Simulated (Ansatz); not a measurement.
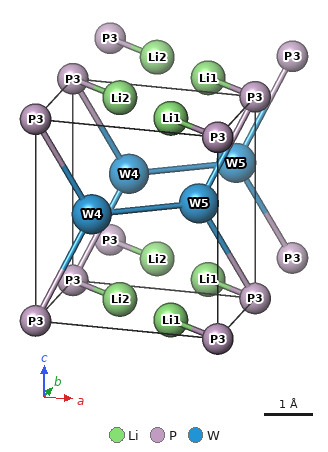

This is the input geometry for a relaxation of solid Li2PW2 (built on the random type). A ball-and-stick model of the cell of the calculation, repeated 1 × 2 × 1 with one cell outlined, seen slightly off an axis.

Case: random cell with space group Cmm2 (No. 35).

These are results of DFT PBE, scalar-relativistic, plane waves, PAW in Ansatz, not measurements.

Input
```yaml
crystal:
  lattice:
    - [2.5608336866, -3.3641919553, 0.0]
    - [2.5608336866, 3.3641919553, 0.0]
    - [0.0, 0.0, 4.2933565952]
  atoms:
    - { symbol: Li, position: [0.6758899029, 0.3241100971, 0.0] }
    - { symbol: Li, position: [0.3241100971, 0.6758899029, 0.0] }
    - { symbol: P, position: [0.0, 0.0, 0.0] }
    - { symbol: W, position: [0.2558683791, 0.2558683791, 0.5] }
    - { symbol: W, position: [0.7441316209, 0.7441316209, 0.5] }
basis:
  ecutwfc: 420
kpoints:
  mp_grid: { grid: [10, 10, 10] }
hamiltonian:
  xc: pbe
scf:
  occupations: { method: gaussian, width: 0.1 }
output:
  forces: true
  stress: true
  eigenvalues: true
relax:
  adjacent_minimum: "off"
  f_tol: 0.01
  max_steps: 80
  cell: { stress_tol: 0.05 }
```

Run as
```bash
ansatz run input.yaml --threads 1 --pin off --max-ram 2560MiB --backend cpu --events-out ev --progress --plain --runs-dir out
```

Predict the outcome.

Answer. After 4 accepted moves (5 points after the start) the energy has fallen by 0.3 meV per atom. Largest force component: 0.14 eV/Å at the start, 0.0041 eV/Å at the end. Pressure: 0.12 GPa at the start and −0.01 GPa at the end. At 1 point the geometry stayed and the basis and grid were re-selected for the new cell (energy shift of less than 0.05 meV per atom at most each time). The largest moves relative to the cell, 0.008 Å, are those of Li1 and Li2. Li2 goes along [1 −1 0]. Largest moves by element: Li 0.008 Å, W 0.005 Å. P stays in place. The drawn cell changes as follows: a = b 4.228 → 4.215 Å (−0.3 %), c 4.293 → 4.312 Å (+0.4 %), γ 105.4° → 105.3°; the volume changes by −0.1 %. Among the contacts that change: Li1–Li2 2.367 → 2.341 Å, W4–W5 2.501 → 2.488 Å, P3–W4 2.515 → 2.525 Å, W4–W5 (another image) 2.621 → 2.628 Å. The space group stays Cmmm (No. 65). The run took 120 s on 1 thread of Intel(R) Xeon(R) Platinum 8259CL CPU @ 2.50GHz (Skylake/Cascade Lake) (shared host), peak memory 0.61 GiB.

The structure at the end:

```
CELL_PARAMETERS angstrom
2.55801 -3.35025 0.00000
2.55801 3.35025 0.00000
0.00000 0.00000 4.31247
ATOMIC_POSITIONS crystal
Li 0.67470 0.32530 0.00000
Li 0.32530 0.67470 0.00000
P 0.00000 0.00000 0.00000
W 0.25688 0.25688 0.50000
W 0.74312 0.74312 0.50000
```
